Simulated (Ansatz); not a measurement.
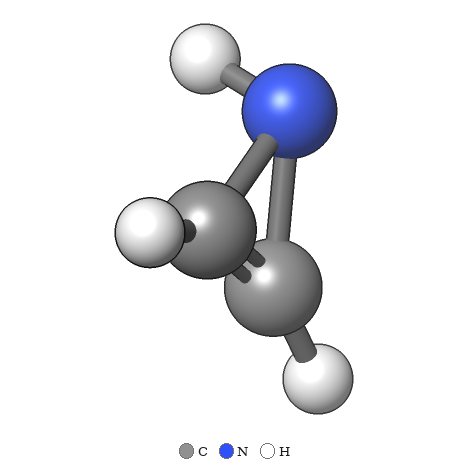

The picture shows a molecular structure as a ball-and-stick model. Multiple sticks mark multiple bonds (one Kekulé form).

The geometry was computed by an optimisation with PBE0-D4/def2-TZVP.

Question: Give the formula.

Answer: C₂H₃N, 6 atoms: 2 carbon, 3 hydrogen and 1 nitrogen.

Question: How many sets of symmetry-equivalent atoms are there?

Answer: 4: 2 C, 1 N, 2 H, 1 H.

Question: What is its SMILES?

Answer: C1=CN1

Question: What is the point group of this geometry?

Answer: Cs.

More results for the same structure follow; atom numbers are the same in all pictures, views and colours differ.

Geometry

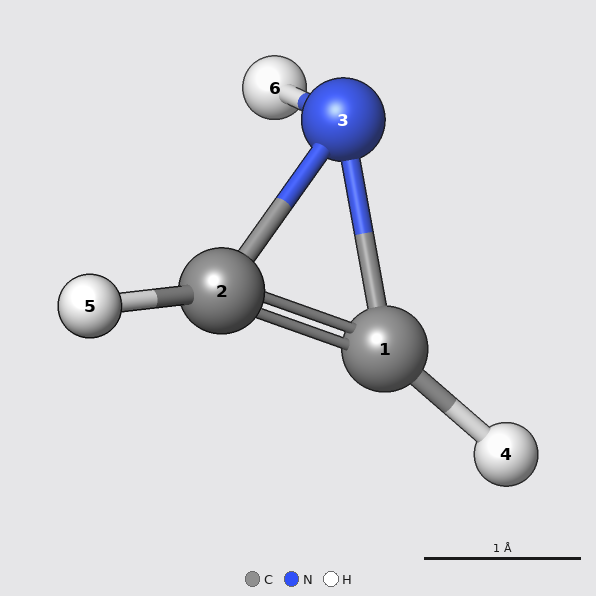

Question: How are the neighbours of atom 3 arranged?

Answer: N3 has 3 neighbours (C1 at 1.50, C2 at 1.50, H6 at 1.02 Å); the arrangement is trigonal pyramidal.

Electronic properties

Properties computed with RKS B3LYP-D4/def2-TZVPP (Ansatz 0.2.0).

Question: What is the HOMO energy (Kohn–Sham orbital)?

Answer: −5.87 eV.

Question: Estimate the dipole moment.

Answer: 1.95 D.

Question: Estimate the LUMO energy (Kohn–Sham orbital).

Answer: −0.48 eV.

Question: What is the vertical ionisation energy?

Answer: 8.76 eV.

Vibrations

Harmonic vibrations computed with RKS PBE0-D4/def2-TZVP (Ansatz 0.2.0) at a stationary point of the same level.

Question: List the wavenumbers.

Answer: 12 modes: 577, 596, 772, 913, 984, 1092, 1173, 1381, 1811, 3305, 3351, 3367 cm⁻¹.

Charges

The questions are on Mulliken charges. Level of theory: RKS ωB97M-V/def2-TZVPP (Ansatz 0.2.0).

Question: Which atom carries the highest charge (most positive or least negative)?

Answer: H4, H5 (0.20 e).

Question: And the lowest?

Answer: N3 (−0.34 e).

List the Mulliken charges.

| atom | value (e) |
| --- | --- |
| C1 | −0.10 |
| C2 | −0.10 |
| N3 | −0.34 |
| H4 | 0.20 |
| H5 | 0.20 |
| H6 | 0.12 |

Mulliken values depend strongly on the basis set and can even reverse the polarity of a bond.
